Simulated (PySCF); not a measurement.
C₅H₁₁BS (SMILES CSBC1CCC1)

```xyz
18

C     2.7354   -0.4132    0.5398
S     2.4739    1.1593   -0.3575
B     0.8002    1.1155   -0.8939
C    -0.1871   -0.0695   -0.5607
C    -1.6306   -0.0014   -1.1109
C    -2.1889   -0.1683    0.3088
C    -0.7698   -0.0775    0.8834
H     2.0382   -0.4805    1.3672
H     3.7549   -0.3979    0.9100
H     2.6012   -1.2461   -0.1425
H     0.4604    2.0600   -1.4951
H     0.2559   -1.0452   -0.7818
H    -1.8965   -0.7935   -1.8084
H    -1.8737    0.9571   -1.5646
H    -2.8686    0.6164    0.6351
H    -2.6642   -1.1329    0.4791
H    -0.5826    0.8446    1.4323
H    -0.4670   -0.9206    1.5028
```

Geometry: GFN2-xTB.

Level of theory: PBE0/pcSseg-1, SCF density, gas phase, non-relativistic in PySCF 2.14.0.

**Predict the electron density and electron localisation function between the atoms.**

C–C (1.55 Å): the density is about 1.6 e/Å³ at the midpoint; the ELF peaks at about 0.95 between the atoms (a shared electron pair).
C–B (1.58 Å): ρ is about 1.4 e/Å³ halfway; the ELF peaks at about 1 between the atoms (localised, covalent bonding).
B–S (1.76 Å): ρ is about 1.3 e/Å³ halfway; the ELF peaks at about 0.95 between the atoms: a covalent bond.
C–S (1.83 Å): ρ is about 1.2 e/Å³ halfway; the ELF peaks at about 0.95 between the atoms; a covalent bond.

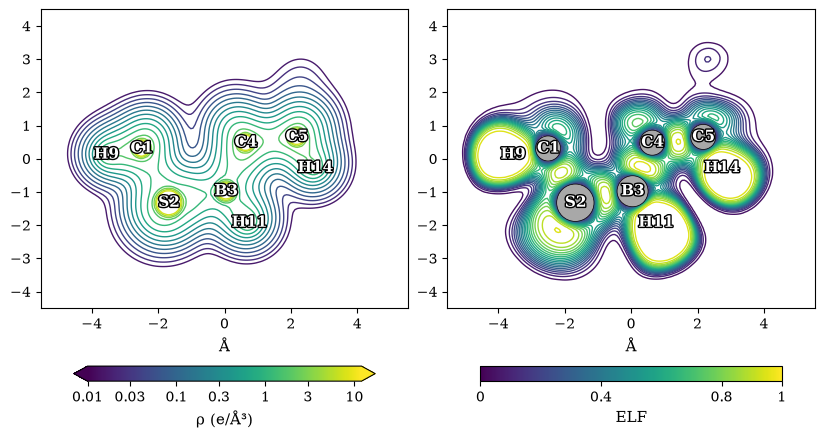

Computed electron density and electron localisation function on the plane of atoms S2, B3 and H11, in this order. Grey discs cover the atomic cores in the ELF map. 
